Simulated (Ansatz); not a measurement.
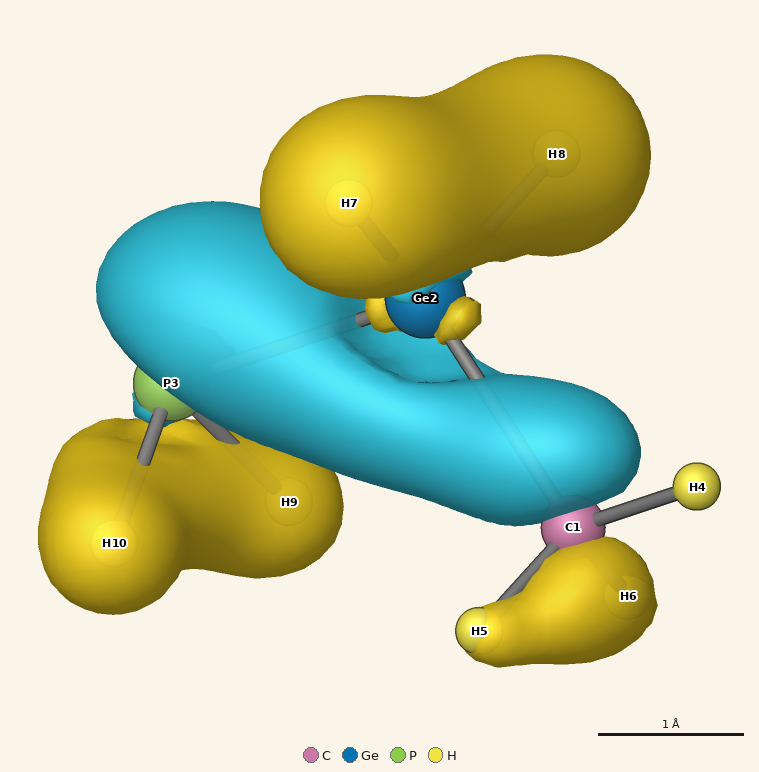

Figure 1: CH7GeP. The HOMO−1 at ±0.15 Å⁻³ᐟ² (yellow and cyan are the two phases), seen at a tilt.

Not at a stationary point (largest force 0.9 eV/Å).

Method: SCF cam_b3lyp, Gaussian basis (Ansatz).

Input

```
crystal:
  periodic: [false, false, false]
  atoms:
    - { symbol: C, position_ang: [-1.1362, 0.7083, 0.0487] }
    - { symbol: Ge, position_ang: [-0.0793, -0.9164, 0.2002] }
    - { symbol: P, position_ang: [2.1058, -0.4416, -0.2677] }
    - { symbol: H, position_ang: [-2.198, 0.4809, 0.2753] }
    - { symbol: H, position_ang: [-0.7569, 1.4632, 0.7676] }
    - { symbol: H, position_ang: [-1.0543, 1.1065, -0.9835] }
    - { symbol: H, position_ang: [-0.191, -1.4713, 1.6429] }
    - { symbol: H, position_ang: [-0.6069, -1.9703, -0.8063] }
    - { symbol: H, position_ang: [1.7836, 0.3106, -1.4679] }
    - { symbol: H, position_ang: [2.1333, 0.73, 0.5907] }
basis:
  gaussian:
    orbitals: def2-SVP
hamiltonian:
  xc: cam_b3lyp
output:
  orbitals: {}
  forces: true
```

Launched as:

```sh
python ch7gep.py
```

### Describe this orbital and give its energy.

Its weight (Hirshfeld) is mainly on Ge2 (about 30 %), P3 (about 25 %), H7 (about 10 %), H8 (about 10 %) and C1 (about 10 %). Its energy is −10.08 eV.
